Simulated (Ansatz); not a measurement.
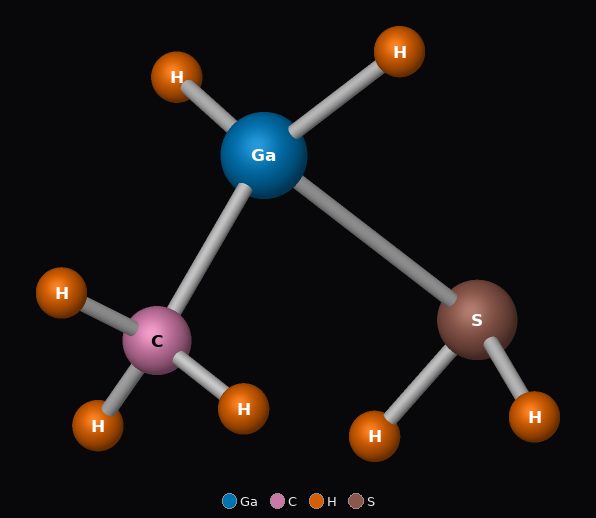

Sticks follow a distance rule. Harmonic vibrations computed with RKS PBE0-D4/def2-TZVP (Ansatz 0.2.0) at a stationary point of the same level.

Is this a minimum or a saddle point?

Answer. A minimum: no imaginary frequency, and the lowest mode lies at 87 cm⁻¹.

How many vibrational modes are there, and where do they lie?

Answer. 24 modes: 87, 109, 113, 164, 274, 380, 413, 549, 558, 597, 732, 755, 768, 1202, 1221, 1452, 1453, 1915, 1925, 2712, 2726, 3042, 3121, 3133 cm⁻¹.
